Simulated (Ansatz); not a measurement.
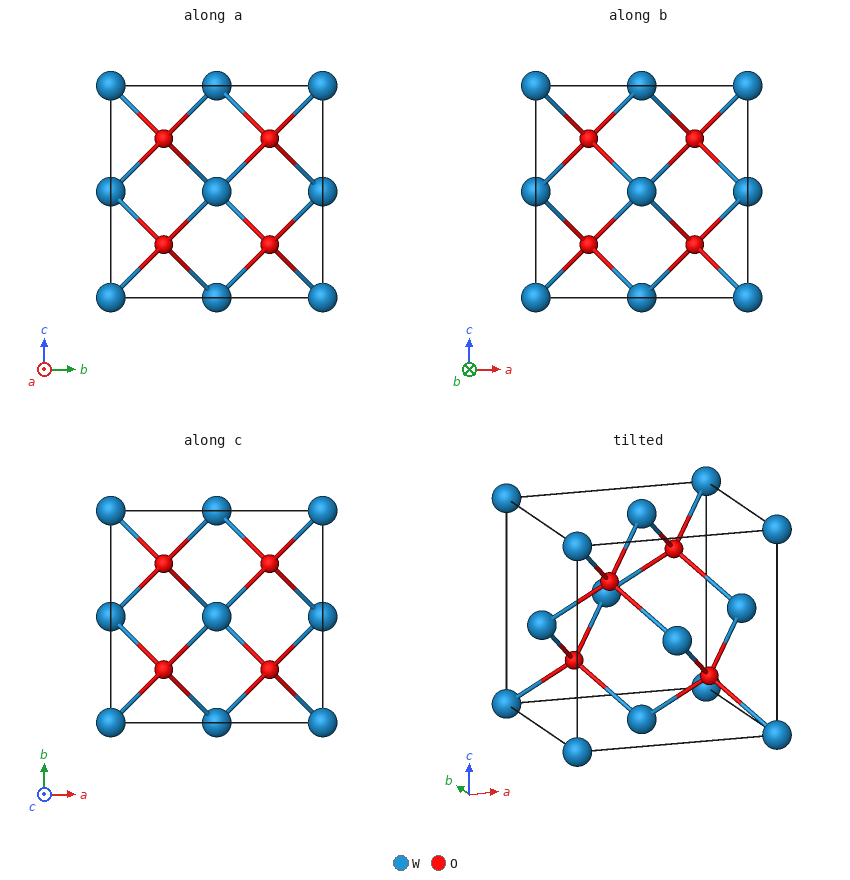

The structure above is drawn in ball-and-stick style and viewed along the a axis, along the b axis, along the c axis and slightly off an axis. The parallelepiped is the conventional unit cell.

Lattice parameters: a = 5.0995 Å, b = 5.0995 Å, c = 5.0995 Å, α = 90.000°, β = 90.000°, γ = 90.000°.

> From the views, write a CIF with its space group and independent sites.

```cif
data_structure
_symmetry_space_group_name_H-M 'F -4 3 m'
_symmetry_Int_Tables_number 216
_cell_length_a 5.0995
_cell_length_b 5.0995
_cell_length_c 5.0995
_cell_angle_alpha 90.000
_cell_angle_beta 90.000
_cell_angle_gamma 90.000
_cell_volume 132.61
loop_
_atom_site_label
_atom_site_type_symbol
_atom_site_symmetry_multiplicity
_atom_site_Wyckoff_symbol
_atom_site_fract_x
_atom_site_fract_y
_atom_site_fract_z
_atom_site_occupancy
W1 W 4 a 0.0000 0.0000 0.0000 1
O1 O 4 d 0.2500 0.2500 0.7500 1
```

The cell started as a structure type filled with these elements by a generator (whether the compound takes this form wasn't checked). Earlier steps of the study may have refined or changed the cell and positions. It was run through Ansatz as a DFT input.

At this level of theory the cell isn't at rest (stretched, at -7 GPa and forces up to 0.7 eV/Å), so its distances can differ from those at equilibrium, the more so the softer the solid.
